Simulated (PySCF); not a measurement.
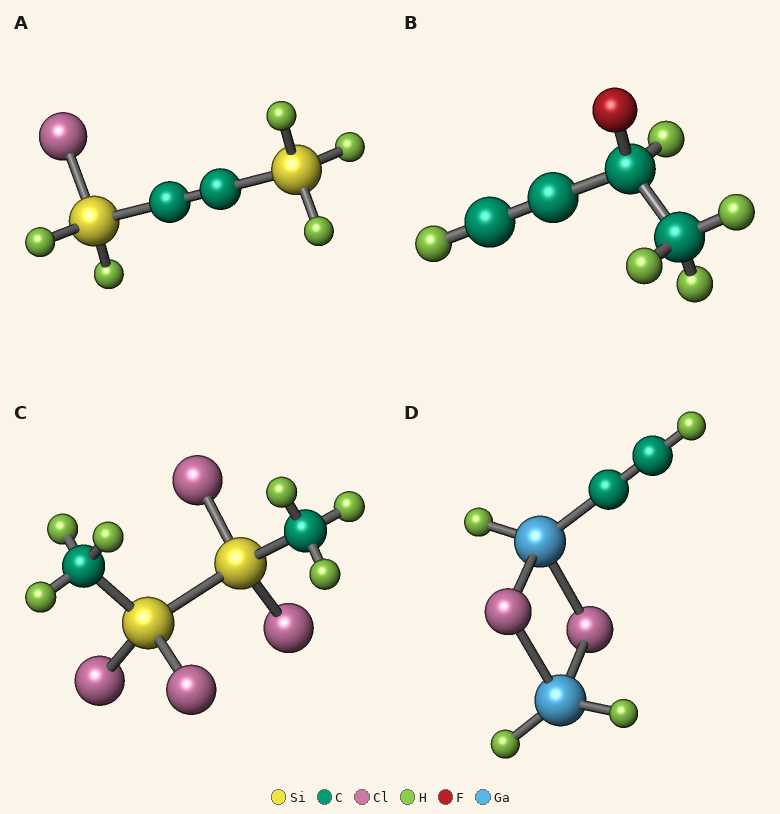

Source: calculation with PySCF.

Which panel belongs to which SMILES?
(1) C[Si](Cl)(Cl)[Si](C)(Cl)Cl
(2) C#C[C@H](C)F
(3) [SiH3]C#C[SiH2]Cl
(4) C#[C][GaH-]1[Cl+][GaH2-][Cl+]1

A is (3), B is (2), C is (1), D is (4).
